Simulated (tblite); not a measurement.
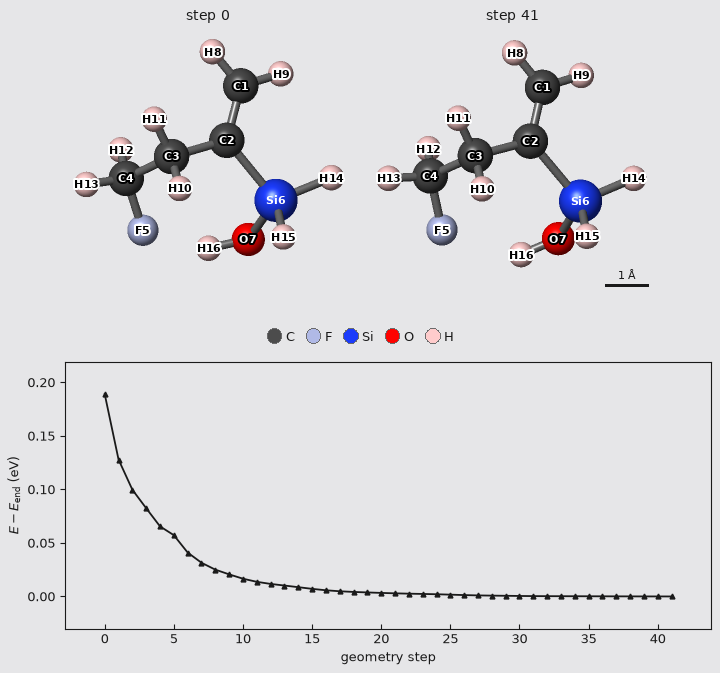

First and last geometry of a relaxation of C4H9FOSi, with the history of the run. The picture is a ball-and-stick view, seen at a tilt.

The calculation used GFN2-xTB geometry optimisation, gas phase in tblite 0.8.0. 

> Read the history and describe the run.

It converged. The largest move after the best rigid fit is that of H16, 0.29 Å. Largest moves by element: H 0.29 Å, O 0.15 Å, F 0.13 Å, C 0.07 Å, Si 0.02 Å. Near-neighbour distances that change, for instance: Si6–O7 1.659 → 1.621 Å, C2–Si6 1.880 → 1.900 Å, Si6–H14 1.475 → 1.455 Å, C3–C4 1.544 → 1.525 Å. Bond angles that change, for instance: O7–Si6–H14 109.9° → 101.9°, Si6–O7–H16 114.6° → 121.3°, H14–Si6–H15 109.8° → 114.2°. After 41 geometry steps the energy has fallen by 0.189 eV. Cost: 0.25 s on 1 thread of Arm Neoverse V1, with other jobs on the host.
